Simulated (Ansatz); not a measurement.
**PBE/STO-3G run of SiF2 (SMILES F[Si]F)**

What is the electronic atomisation energy of SiF2 at PBE/STO-3G? 

The calculation is run with Ansatz 0.2.0.

36 further runs of the same task are left out: 4 that didn't finish, 32 set aside as unsound or not needed.

## (1) The molecule

SiF2: 3 atoms, total charge 0, spin state singlet. SMILES: `F[Si]F`. The coordinates come from a GFN2-xTB relaxation.

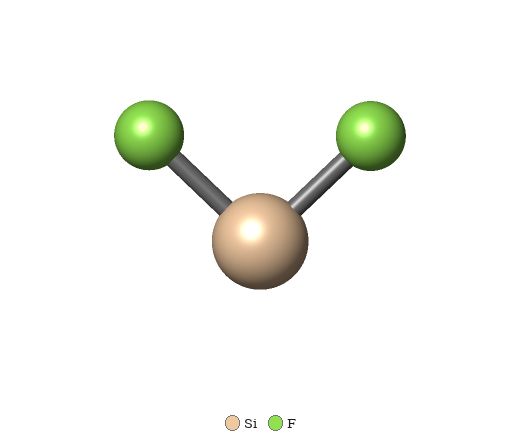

The structure, seen from a chosen angle (silicon light orange, fluorine green).

## (2) A single-point energy at PBE/STO-3G

Contents of job.yaml:

```yaml
crystal:
  periodic: [false, false, false]
  atoms:
    - {symbol: Si, position_ang: [0.004220, -0.007680, -0.744810]}
    - {symbol: F, position_ang: [1.165930, -0.017340, 0.380560]}
    - {symbol: F, position_ang: [-1.170150, 0.025020, 0.364240]}
basis:
  gaussian:
    orbitals: STO-3G
hamiltonian:
  xc: pbe
accuracy: high
```

On the command line:

```sh
$ ansatz run job.yaml --threads 1 --pin off --max-ram 2610MiB --events-out events.jsonl --progress --plain --runs-dir runs
```

The log of the run:

```text
Warning: RAYON_NUM_THREADS=1 ignored (pool sized by the plan → 1); use --threads N
Functional definition: PBE
  name "PBE"
  parameter kappa = 0.804
  parameter beta = 0.06672455060314922
  exchange = pbe_x(kappa = kappa, mu = beta*pi^2/3)
  correlation = pbe_c(beta = beta)
336 factors; integrals over basis functions are off by at most 3.3e-8 eV
mean field evaluation 1: about -13130.4730 eV, gradient 1.7e1 eV
mean field evaluation 2: about -13125.2052 eV, gradient 4.5e1 eV
mean field evaluation 4: about -13131.7147 eV, gradient 8.9e-1 eV
mean field evaluation 8: about -13131.7033 eV, gradient 1.6e-2 eV
mean field evaluation 16: about -13131.7033 eV, gradient 8.2e-8 eV
mean field -13131.70333290 eV, -482.5811964959 hartree, gradient 3.6e-9 eV, S^2 0.000000; 0 other end points of the search recorded, 0 dependent functions left out
reference -13131.70333414 eV, -482.5811965416 hartree; 16, 16 occupied and 3, 3 virtual orbitals, 336 factors
Total energy: -13131.70333414 eV, -482.5811965416 hartree
```

It took 0.87 s on 1 thread of Arm Neoverse V1, shared host; peak memory 0.089 GiB.

## (3) The F atom

Contents of input.yaml:

```yaml
basis:
  gaussian: {orbitals: STO-3G}
crystal:
  periodic: [false, false, false]
  atoms:
    - {symbol: F, position_ang: [0.000000, 0.000000, 0.000000]}
hamiltonian: {xc: pbe}
magnetization: {spin_polarized: true, initial_magnetization: 1}
accuracy: high
```

Run the same way, it converges to -98.16855 Eh (log not shown).

## (4) The Si atom

Contents of molecule.yaml:

```yaml
crystal:
  periodic: [false, false, false]
  atoms:
    - {symbol: Si, position_ang: [0.000000, 0.000000, 0.000000]}
basis:
  gaussian:
    orbitals: STO-3G
accuracy: high
hamiltonian:
  xc: {name: PBE}
magnetization:
  spin_polarized: true
  initial_magnetization: 2
```

On the command line:

```sh
$ ansatz run molecule.yaml --threads 1 --pin off --max-ram 2610MiB --events-out events.jsonl --progress --plain --runs-dir runs
```

The log of the run, shortened:

```text
Warning: RAYON_NUM_THREADS=1 ignored (pool sized by the plan → 1); use --threads N
[... 6 set-up lines as earlier in the session ...]
42 factors; integrals over basis functions are off by at most 2.5e-9 eV
mean field evaluation 1: about -7776.2332 eV, gradient 6.4e-1 eV
mean field evaluation 2: about -7776.2343 eV, gradient 7.1e-2 eV
mean field evaluation 4: about -7776.2336 eV, gradient 1.1e-3 eV
mean field evaluation 8: about -7776.2336 eV, gradient 6.3e-10 eV
mean field evaluation 16: about -7776.2334 eV, gradient 2.7e-4 eV
mean field -7776.23358466 eV, -285.7713133159 hartree, gradient 5.3e-10 eV, S^2 2.000001; 1 other end points of the search recorded, 0 dependent functions left out
reference -7776.23358613 eV, -285.7713133700 hartree; 8, 6 occupied and 1, 3 virtual orbitals, 42 factors
Total energy: -7776.23358613 eV, -285.7713133700 hartree
```

Wall time 0.48 s (1 thread of Arm Neoverse V1, shared host).

## (5) Summary of results

Level: PBE/STO-3G.

| quantity | value |
| --- | --- |
| molecule: total energy | -482.58120 Eh |
| F atom: total energy | -98.16855 Eh |
| F atom: ⟨S²⟩ | 0.750 |
| Si atom: total energy | -285.77131 Eh |
| Si atom: ⟨S²⟩ | 2.000 |
| electronic atomisation energy | 12.865 eV |

**Reading.** Taking the molecule apart into free atoms costs 12.87 eV (1241 kJ/mol), before zero-point energy and without spin-orbit coupling. In a minimal basis such a difference can be off by several eV, whatever the method.
